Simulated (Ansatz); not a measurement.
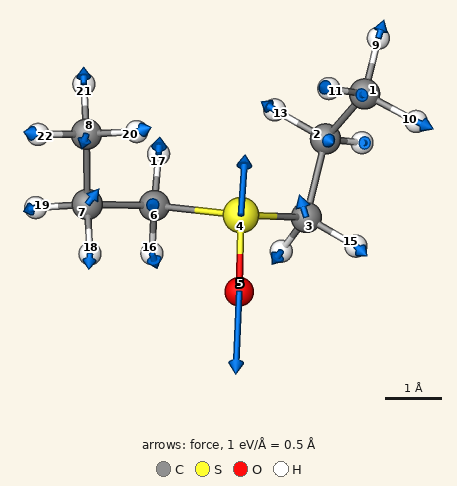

Starting geometry of C₆H₁₄OS (coarse preliminary run) with the computed forces as blue arrows. The picture is a ball-and-stick view, seen at a tilt.

The start comes from a force field.

Computed with RKS PBE-D4/def2-SVP (Ansatz 0.2.0).

The input:
```yaml
crystal:
  periodic: [false, false, false]
  atoms:
    - {symbol: C, position_ang: [-1.652670, 0.167230, 2.347650]}
    - {symbol: C, position_ang: [-0.896150, -1.051990, 1.834150]}
    - {symbol: C, position_ang: [-1.258570, -1.370990, 0.394950]}
    - {symbol: S, position_ang: [-0.813600, 0.033900, -0.739280]}
    - {symbol: O, position_ang: [-1.450590, -0.280700, -2.019590]}
    - {symbol: C, position_ang: [0.967250, -0.451960, -0.952260]}
    - {symbol: C, position_ang: [1.631240, 0.526300, -1.905780]}
    - {symbol: C, position_ang: [1.726130, 1.922240, -1.303660]}
    - {symbol: H, position_ang: [-1.386780, 0.371810, 3.382020]}
    - {symbol: H, position_ang: [-2.725360, -0.003120, 2.297010]}
    - {symbol: H, position_ang: [-1.416770, 1.043620, 1.749690]}
    - {symbol: H, position_ang: [-1.132020, -1.916530, 2.460520]}
    - {symbol: H, position_ang: [0.178510, -0.875120, 1.915730]}
    - {symbol: H, position_ang: [-0.768120, -2.273880, 0.034760]}
    - {symbol: H, position_ang: [-2.336090, -1.487880, 0.280550]}
    - {symbol: H, position_ang: [0.978590, -1.462640, -1.357460]}
    - {symbol: H, position_ang: [1.435190, -0.430810, 0.029770]}
    - {symbol: H, position_ang: [1.042140, 0.562270, -2.824940]}
    - {symbol: H, position_ang: [2.630940, 0.165030, -2.160960]}
    - {symbol: H, position_ang: [0.732430, 2.303000, -1.078500]}
    - {symbol: H, position_ang: [2.308390, 1.905300, -0.384080]}
    - {symbol: H, position_ang: [2.205900, 2.604920, -2.000310]}
basis:
  gaussian: {orbitals: def2-SVP}
hamiltonian: {xc: pbe, dispersion: d4}
relax: {f_tol: 0.03, max_steps: 200}
```

Launched with:
```bash
ansatz run in.yaml --threads 4 --pin off --events-out ev --progress --plain --max-ram 63488MiB --backend cuda --devices 0, --max-vram 37GiB
```

Is this structure relaxed? If not, where do the atoms go?

Answer. It isn't relaxed: the largest force vector, on O5, is 3.32 eV/Å. The final displacements have little in common with the starting forces (cosine between the two patterns 0.02). The largest move after the best rigid fit is that of H16, 0.57 Å. Largest moves by element: H 0.57 Å, C 0.34 Å, O 0.23 Å, S 0.10 Å. Some distances before and after: S4–O5 1.464 → 1.524 Å, C1–H10 1.087 → 1.110 Å, S4–C6 1.858 → 1.868 Å, C1–C2 1.524 → 1.532 Å. Bond angles that change, for instance: C2–C3–S4 111.2° → 115.6°, S4–C3–H14 108.5° → 104.9°, S4–C3–H15 104.7° → 102.0°. The energy falls by 6.12 kcal/mol in 17 geometry steps. Largest force component: 3 eV/Å at the start, 0.02 eV/Å at the end. The forces were under the threshold at step 6, but the run went on from there. The run took about 12 s of wall time on a shared GPU.
